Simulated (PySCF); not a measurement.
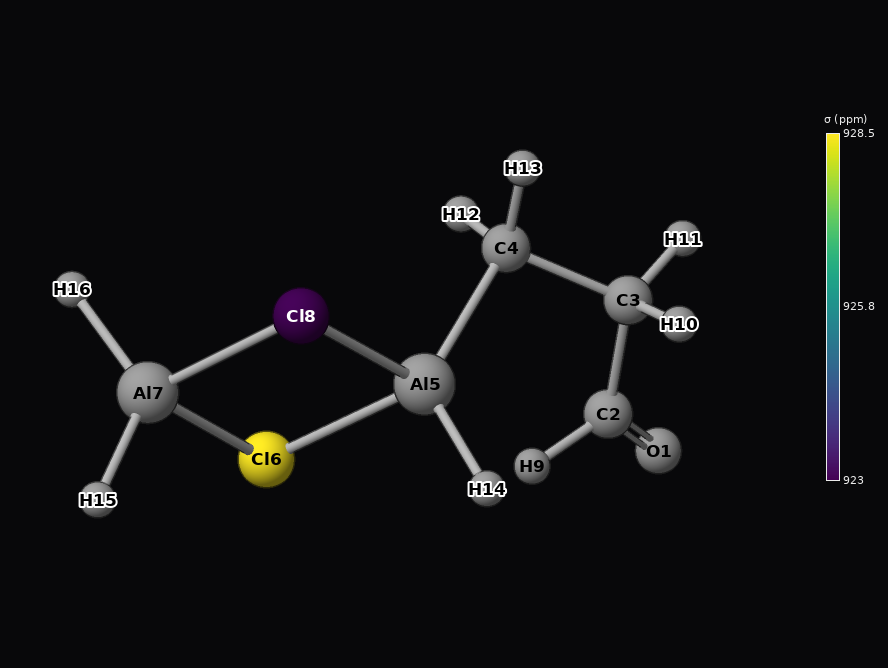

Atoms are coloured by their isotropic NMR shieldings (Cl only, the others grey). The geometry was computed by an optimisation with GFN2-xTB. No frequency run is at hand to confirm it as a minimum. Method: GIAO PBE0/pcSseg-1 NMR shielding, non-relativistic, gas phase (PySCF 2.14.0).

List the isotropic NMR shieldings of the Cl atoms.

```json
{"atom": "Cl6", "σ (ppm)": "928.5"}
{"atom": "Cl8", "σ (ppm)": "923.0"}
```

The geometry is semi-empirical. Around Al such bond lengths and angles can be off by a tenth of an ångström or more and by several degrees, and values that hang on the shape move with them.
